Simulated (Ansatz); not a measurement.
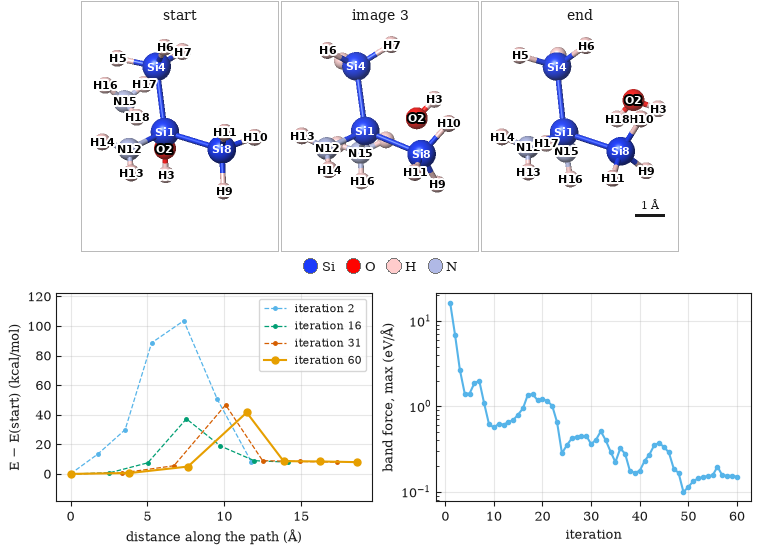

A nudged-elastic-band calculation for Si3N2H12O, made up at the start of Si₃NH₉O and NH3. Images are numbered from 0 (start) to 6 (end). The plot follows the band through its iterations. The picture is a ball-and-stick view, seen from a free direction.

These are results of RHF/def2-SVP (Ansatz), not measurements. Run with 5 movable images; climbing image; force threshold 0.03 eV/Å; iteration limit 60; starting path through a guess of the saddle point.

How did the profile develop, and is the result final?

Answer. The result isn't final. The band hadn't converged when the run stopped after 60 iterations. The largest component of the band force went from 16 to 0.15 eV/Å. The barrier read from it is provisional, though the highest image hardly moved in the last two iterations. The first iteration put the highest image at 267.9 kcal/mol. The highest point, image 3, lies 41.5 kcal/mol above the start and 33.6 kcal/mol above the end; the end is at +7.9 kcal/mol relative to the start.

Limits of the set-up: the start holds two separate molecules, 2.3 Å apart at their closest, whose relative position is a soft coordinate and is computed without a dispersion correction; Hartree-Fock leaves out electron correlation.
